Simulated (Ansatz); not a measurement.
# Be2F5 (charge −1): what the fields show

```xyz
7

Be    0.0108   -1.0437   -1.0950
Be    0.0182    1.0772    1.0630
F    -0.4159   -0.8518   -2.4860
F     0.2915   -2.2901   -0.3763
F     0.2492    0.2862   -0.2811
F    -1.2938    0.8977    1.6914
F     1.1401    1.9244    1.4839
```

Geometry: PBE-D4/def2-SVPD.

These are results of RKS PBE0-D4/def2-TZVPD in Ansatz, not measurements.

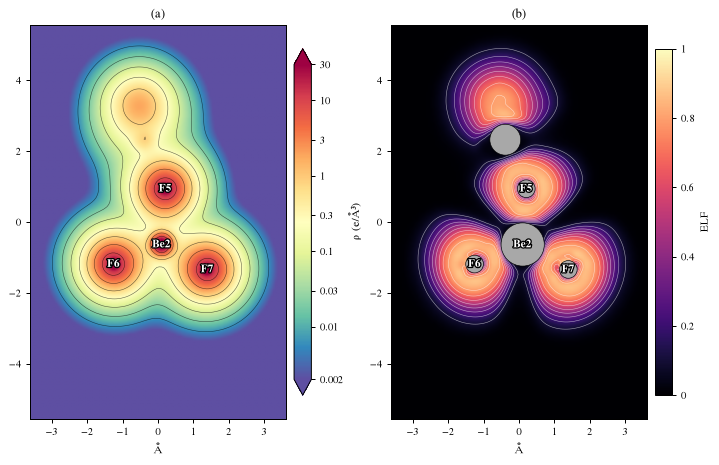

Figure 1. (a) total electron density; (b) ELF on the plane of atoms F6, Be2 and F7. Grey discs cover the atomic cores in the ELF map.

Describe what can be read from this map.

Answer. The section cuts through Be and F sites.
Be–F (1.47 Å): ρ at the midpoint is about 1.3 e/Å³; the ELF peaks at about 0.85 in the valence shell of F, 0.6 Å from its nucleus, and is about 0.75 at the midpoint.
Be–F (1.58 Å): ρ is about 0.91 e/Å³ halfway; the ELF peaks at about 0.85 in the valence shell of F, 0.6 Å from its nucleus, and is about 0.75 at the midpoint.
The ELF also peaks beside F7, F6 and F5, away from the bonds: lone-pair regions.

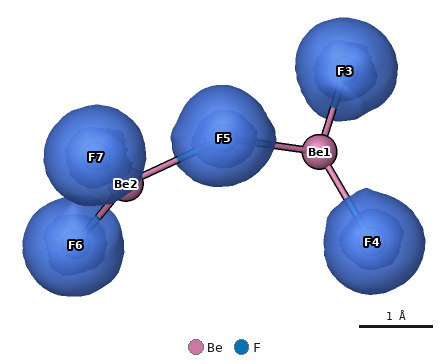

Figure 2. Isosurface of the ELF at 0.8 (blue), seen at an oblique angle. Only the valence region is drawn (cores and ρ < 0.01 e/Å³ removed).

Identify the bonds, lone pairs and shells in this picture.

Answer. At this value the surface marks out five regions wrapped around F (the valence shell of each).

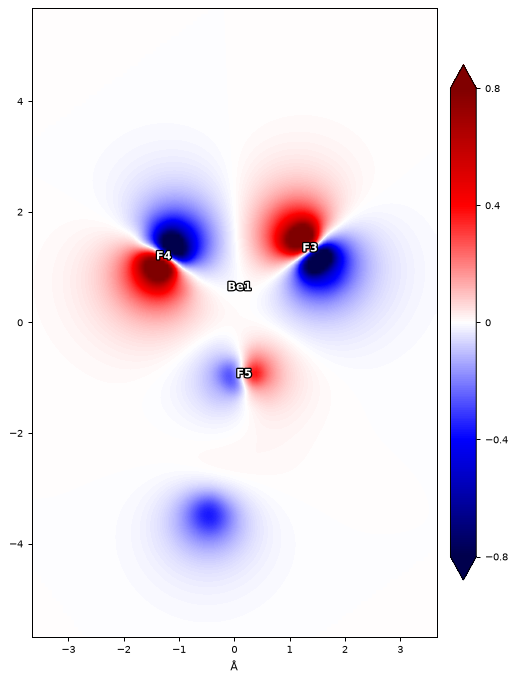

Figure 3. The HOMO on the plane of atoms F3, Be1 and F4 (values in Å⁻³ᐟ²; the overall sign is arbitrary).

Where does this orbital lie, and at what energy?

Answer. By Hirshfeld shares it lies mainly on F3 (about 40 %), F4 (about 35 %), F7 (about 10 %) and F6 (about 10 %); largely a combination of lone pairs on F3, F4, F7 and F6. Its energy is −5.93 eV.
